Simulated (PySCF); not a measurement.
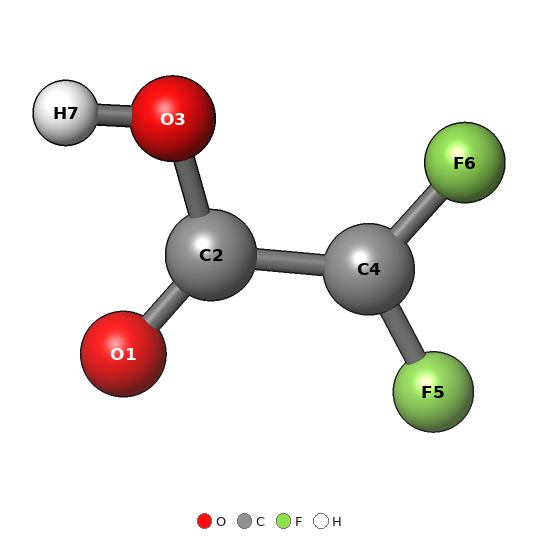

The species is neutral and a spin doublet. The geometry was computed by an optimisation with GFN2-xTB. No frequency run is at hand to confirm it as a minimum. Properties computed with UKS B3LYP, pcH-1 on C F H O, non-relativistic (PySCF 2.14.0).

Give the isotropic hyperfine couplings (Fermi-contact term alone) of O1, C2, O3, C4, F5, F6, H7.

```
atom  isotope  a_iso (MHz)
  O1      17O        −13.9
  C2      13C        −43.4
  O3      17O          3.7
  C4      13C         82.4
  F5      19F        127.7
  F6      19F        131.7
  H7       1H         −4.8
```
